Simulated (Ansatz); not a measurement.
Start from CuI in the zinc blende structure (space group F-43m, No. 216; a = 6.0230 Å).

The change: B takes the place of Cu on all its sites, then cell and atoms are relaxed.

All numbers come from Ansatz (an electronic-structure program), r2SCAN, PAW, cutoff 500 eV, no spin-orbit coupling.

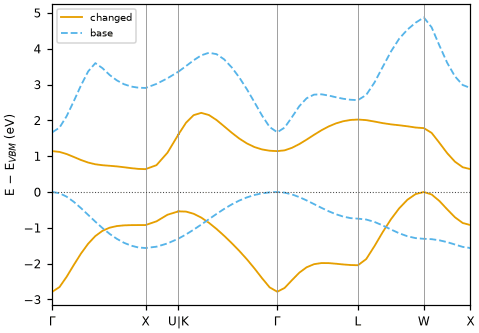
Figure: Highest valence and lowest conduction band along the path, each from its own valence-band maximum

From the figure, how large is the changed gap, and is it direct?

About 0.6 eV, indirect, W → X.

Spin-orbit coupling, missing from the scalar runs, can matter with I. Stability against distortions was not tested. As relaxed here, BI is a hypothetical phase, not in the database extracts checked. The final runs are not spin-polarised.
